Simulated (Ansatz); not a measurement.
# Run report: Si2H7Br, nudged elastic band (part 2 of 2)

The same run, continued: Si2H7Br; RKS B3LYP-D4/def2-SVP (Ansatz 0.2.0). It belongs to a series of runs on one base structure; here: band between the two ends.

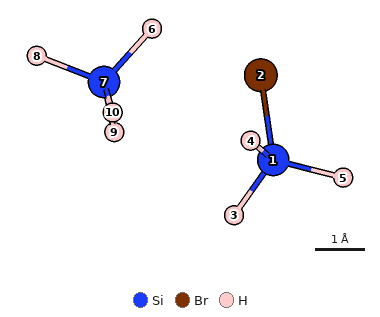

The input geometry (ball-and-stick view, seen at a tilt; atoms are numbered from 1 in the order of the input).

The last band as extended XYZ, continued
```
10
Properties=species:S:1:pos:R:3:forces:R:3 image=4 energy=-85904.77289
Si   -1.8741   -0.0289   -0.0407   -0.1055  -0.0745  -0.0218
Br   -1.2240   -2.0473   -0.8073   -0.1020   0.0494   0.1324
H    -2.3578    0.7330   -1.2182   -0.1325   0.0221   0.0205
H    -0.8051    0.7683    0.6188    0.0036  -0.1722  -0.0327
H    -2.9131   -0.3064    0.9737   -0.2284   0.0581  -0.0060
H     0.8033   -0.2481   -0.8626    0.1746   0.0756  -0.0840
Si    1.8415    0.1796    0.1012    0.0914  -0.0003  -0.0594
H     1.4167   -0.1524    1.4923    0.0312  -0.0269  -0.0442
H     3.0886   -0.5516   -0.2404    0.1770   0.0474   0.0574
H     2.0239    1.6538   -0.0170    0.0906   0.0213   0.0379
10
Properties=species:S:1:pos:R:3:forces:R:3 image=5 energy=-85902.50563
Si   -1.2497    0.2463   -0.0117   -0.0335  -0.0263   0.0019
Br   -0.7650   -2.3297   -1.1745   -0.0017   0.0166  -0.0116
H    -1.8716    0.5734   -1.3104    0.0065   0.0071   0.0028
H    -0.8931    1.5601    0.6345    0.0055   0.0161   0.0125
H    -1.9621   -0.5380    1.0155   -0.0045   0.0053  -0.0003
H     0.0786   -0.6882   -0.4562    0.0192  -0.0270  -0.0072
Si    1.3840    0.2093    0.2247   -0.0036   0.0142  -0.0007
H     1.3238    0.1484    1.7066    0.0085   0.0110   0.0091
H     2.3421   -0.7681   -0.3467    0.0090  -0.0060   0.0077
H     1.6129    1.5864   -0.2819   -0.0055  -0.0112  -0.0142
10
Properties=species:S:1:pos:R:3:forces:R:3 image=6 energy=-85904.10329
Si   -1.1334    0.6726    0.0629    0.0081   0.0415   0.0336
Br   -0.6822   -2.9059   -0.9531   -0.0039  -0.0631  -0.0222
H    -1.5410    0.4814   -1.3577    0.0251   0.0062   0.0073
H    -1.4779    2.0609    0.4862   -0.0480   0.0362   0.0086
H    -1.8504   -0.2984    0.9352    0.0051   0.0147  -0.0068
H     0.3055   -1.8905   -0.7377    0.0296  -0.1228  -0.0415
Si    1.2032    0.4918    0.3405   -0.0279   0.0521   0.0141
H     1.5220    0.4759    1.7982    0.0342   0.0186  -0.0088
H     1.7923   -0.7482   -0.2628   -0.0629   0.0129  -0.0022
H     1.8620    1.6603   -0.3118    0.0406   0.0039   0.0178
10
Properties=species:S:1:pos:R:3:forces:R:3 image=7 energy=-85904.13143
Si   -1.1422    0.8039   -0.1790   -0.0058   0.0185  -0.0127
Br   -0.3780   -3.0151   -0.6958    0.0076   0.0021   0.0127
H    -1.4572    0.6510   -1.6293    0.0012   0.0033   0.0058
H    -1.6065    2.1517    0.2708    0.0057  -0.0076  -0.0017
H    -1.8841   -0.2303    0.5963   -0.0066  -0.0052   0.0042
H     0.2178   -2.7260    0.5700   -0.0034  -0.0184  -0.0071
Si    1.1779    0.6198    0.1946    0.0060   0.0027  -0.0030
H     1.4267    0.1880    1.6051    0.0012   0.0013  -0.0059
H     1.8020   -0.3830   -0.7163   -0.0057   0.0097   0.0051
H     1.8436    1.9400   -0.0165   -0.0002  -0.0063   0.0026
10
Properties=species:S:1:pos:R:3:forces:R:3 image=8 energy=-85904.14658
Si   -1.1929    0.8191   -0.2628   -0.0002   0.0025  -0.0011
Br   -0.3480   -2.9547   -0.3546    0.0053   0.0007   0.0041
H    -1.5710    0.0870   -1.5047   -0.0015   0.0001   0.0011
H    -1.5413    2.2616   -0.4407    0.0007  -0.0029  -0.0016
H    -1.9834    0.2829    0.8835    0.0017   0.0018  -0.0003
H     0.6077   -2.8796    0.7045   -0.0043  -0.0037  -0.0045
Si    1.1193    0.6238    0.1667   -0.0024   0.0022   0.0018
H     1.3887   -0.4381    1.1825    0.0016   0.0003  -0.0005
H     1.8684    0.2863   -1.0791   -0.0012   0.0004   0.0006
H     1.6525    1.9117    0.7045    0.0002  -0.0015   0.0004
```

The run was set up as follows.

Input
```yaml
crystal:
  periodic: [false, false, false]
  atoms:
    - { symbol: Si, position_ang: [-1.977219, 0.100207, -0.538498] }
    - { symbol: Br, position_ang: [-1.569928, -2.100809, -0.413335] }
    - { symbol: H, position_ang: [-1.5332, 0.5952, -1.867942] }
    - { symbol: H, position_ang: [-1.222299, 0.78462, 0.543863] }
    - { symbol: H, position_ang: [-3.437249, 0.32281, -0.362769] }
    - { symbol: H, position_ang: [1.210311, -0.89615, 1.405424] }
    - { symbol: Si, position_ang: [1.94811, 0.056371, 0.53023] }
    - { symbol: H, position_ang: [3.381828, -0.342875, 0.440537] }
    - { symbol: H, position_ang: [1.346113, 0.04756, -0.834392] }
    - { symbol: H, position_ang: [1.853534, 1.433065, 1.096682] }
basis:
  gaussian: { orbitals: def2-SVP }
hamiltonian:
  xc: b3lyp
  dispersion: d4
neb:
  order_check: false
  images: 7
  f_tol: 0.05
  max_iterations: 60
  final_atoms:
    - { symbol: Si, position_ang: [-1.19293355, 0.81913059, -0.2628376] }
    - { symbol: Br, position_ang: [-0.34804245, -2.95471181, -0.35463612] }
    - { symbol: H, position_ang: [-1.57104285, 0.0869899, -1.50471559] }
    - { symbol: H, position_ang: [-1.54125906, 2.26164121, -0.44065628] }
    - { symbol: H, position_ang: [-1.98340513, 0.28285487, 0.88354244] }
    - { symbol: H, position_ang: [0.60768581, -2.87957763, 0.70451377] }
    - { symbol: Si, position_ang: [1.11932224, 0.62377326, 0.16672384] }
    - { symbol: H, position_ang: [1.38874585, -0.43806432, 1.1824764] }
    - { symbol: H, position_ang: [1.86843685, 0.28630193, -1.07911727] }
    - { symbol: H, position_ang: [1.65249329, 1.911661, 0.70450642] }
  initial_path:
    images:
      - { positions_ang: [[-1.977219, 0.100207, -0.538498], [-1.569928, -2.100809, -0.413335], [-1.5332, 0.5952, -1.867942], [-1.222299, 0.78462, 0.543863], [-3.437249, 0.32281, -0.362769], [1.210311, -0.89615, 1.405424], [1.94811, 0.056371, 0.53023], [3.381828, -0.342875, 0.440537], [1.346113, 0.04756, -0.834392], [1.853534, 1.433065, 1.096682]] }
      - { positions_ang: [[-1.77438487, 0.13807827, -0.42155564], [-1.46516531, -2.16387426, -0.51015295], [-1.47157005, 0.56271524, -1.77614836], [-1.17933002, 0.99881737, 0.52407708], [-3.13944447, 0.18282529, -0.07946581], [0.8863909, -0.90158226, 1.07691748], [1.81523337, 0.08921496, 0.45744627], [3.04296336, -0.3807831, 0.67333134], [1.52690316, -0.00509533, -0.87927075], [1.75840493, 1.47968284, 0.93462135]] }
      - { positions_ang: [[-1.57155073, 0.17594953, -0.30461327], [-1.36040262, -2.22693952, -0.6069709], [-1.4099401, 0.53023048, -1.68435472], [-1.13636103, 1.21301473, 0.50429116], [-2.84163995, 0.04284058, 0.20383737], [0.56247081, -0.90701452, 0.74841095], [1.68235673, 0.12205892, 0.38466254], [2.70409871, -0.41869121, 0.90612567], [1.70769332, -0.05775067, -0.9241495], [1.66327587, 1.52630068, 0.7725607]] }
      - { positions_ang: [[-1.3687166, 0.2138208, -0.18767091], [-1.25563993, -2.29000478, -0.70378885], [-1.34831016, 0.49774571, -1.59256108], [-1.09339205, 1.4272121, 0.48450524], [-2.54383542, -0.09714414, 0.48714056], [0.23855071, -0.91244678, 0.41990443], [1.5494801, 0.15490288, 0.31187881], [2.36523407, -0.45659931, 1.13892001], [1.88848348, -0.110406, -0.96902825], [1.5681468, 1.57291852, 0.61050004]] }
      - { positions_ang: [[-1.16588247, 0.25169207, -0.07072855], [-1.15087723, -2.35307004, -0.8006068], [-1.28668021, 0.46526095, -1.50076744], [-1.05042307, 1.64140947, 0.46471932], [-2.2460309, -0.23712885, 0.77044374], [-0.08536938, -0.91787904, 0.09139791], [1.41660347, 0.18774684, 0.23909508], [2.02636942, -0.49450742, 1.37171435], [2.06927364, -0.16306134, -1.01390701], [1.47301774, 1.61953636, 0.44843939]] }
      - { positions_ang: [[-1.17264524, 0.3935517, -0.11875581], [-0.95016854, -2.50348048, -0.68911413], [-1.35777087, 0.37069319, -1.50175447], [-1.17313207, 1.7964674, 0.23837542], [-2.18037446, -0.10713292, 0.79871842], [0.08789441, -1.40830369, 0.24467687], [1.34228316, 0.29675345, 0.22100227], [1.86696353, -0.48039664, 1.32440486], [2.01906444, -0.05072052, -1.03020957], [1.51788662, 1.69256752, 0.51245615]] }
      - { positions_ang: [[-1.17940801, 0.53541133, -0.16678308], [-0.74945984, -2.65389093, -0.57762146], [-1.42886153, 0.27612543, -1.50274151], [-1.29584107, 1.95152534, 0.01203152], [-2.11471801, 0.02286301, 0.82699309], [0.26115821, -1.89872833, 0.39795584], [1.26796285, 0.40576005, 0.20290946], [1.70755764, -0.46628587, 1.27709537], [1.96885524, 0.0616203, -1.04651214], [1.56275551, 1.76559868, 0.57647291]] }
      - { positions_ang: [[-1.18617078, 0.67727096, -0.21481034], [-0.54875114, -2.80430137, -0.46612879], [-1.49995219, 0.18155767, -1.50372855], [-1.41855006, 2.10658327, -0.21431238], [-2.04906157, 0.15285894, 0.85526776], [0.43442201, -2.38915298, 0.5512348], [1.19364255, 0.51476665, 0.18481665], [1.54815175, -0.4521751, 1.22978589], [1.91864604, 0.17396111, -1.0628147], [1.6076244, 1.83862984, 0.64048967]] }
      - { positions_ang: [[-1.19293355, 0.81913059, -0.2628376], [-0.34804245, -2.95471181, -0.35463612], [-1.57104285, 0.0869899, -1.50471559], [-1.54125906, 2.26164121, -0.44065628], [-1.98340513, 0.28285487, 0.88354244], [0.60768581, -2.87957763, 0.70451377], [1.11932224, 0.62377326, 0.16672384], [1.38874585, -0.43806432, 1.1824764], [1.86843685, 0.28630193, -1.07911727], [1.65249329, 1.911661, 0.70450642]] }
```

Command:
```bash
ansatz run input.yaml --threads 2 --pin off --max-ram 3072MiB --backend cpu --events-out ev --progress --plain --runs-dir out
```

Key numbers

```tsv
quantity	value
outcome	converged
barrier, forward	2.468 eV
barrier, backward	1.641 eV
hardware	2 threads of AMD EPYC (Zen 3), 24 GiB of memory available, shared host
wall time	7 min (CPU time 13 min)
peak memory	0.25 GiB
```

The order of the saddle point was not checked.
